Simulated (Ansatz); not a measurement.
Partial pair distribution functions of a relaxed model of amorphous Si$_{12}$B$_{24}$N$_{40}$, broadened by 0.06 Å; density 2.10 g/cm³. All values below come from PBE, scalar-relativistic without spin-orbit coupling (plane waves to 420 eV, PAW; Ansatz, a program for electronic structure).

The cell was made by melting and quenching with the CHGNet potential and then relaxed with DFT. N atoms were pushed apart under 1.9 Å during the dynamics, to hinder bonds among them. The hot cell started wider than the set density and was brought back towards it in steps. It is the lowest in DFT energy of 2 quenches. It is a model cell: composition and starting density were chosen by hand, and all elements were melted together. No dispersion term was used. Its density started from a set value of 2.10 and ended at 2.10 g/cm³. The quench (nominally 760 K/ps over its main leg) was far faster than any real one, so the model tends to hold more defects than a real film. A cell of this size samples the disorder only roughly. The volume was held where the preparation left it and the shape relaxed, at a PBE pressure of -1.2 GPa (tension). Stress components on the final sampling reach 1.2 GPa.

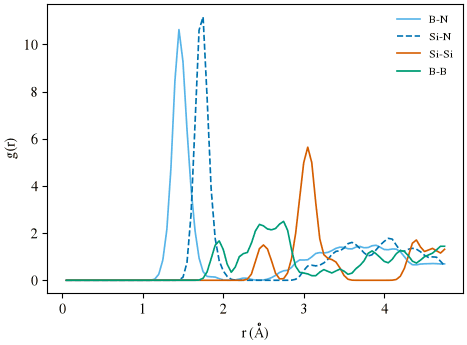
Figure. Partial pair distribution functions

Highest peaks under 4.5 Å: B-N near 1.45 Å, Si-N near 1.75 Å, Si-Si near 3.05 Å, B-B near 2.75 Å; pairs of few atoms are noisy.

Within 2.00 Å each B has 3.04 N neighbours on average.
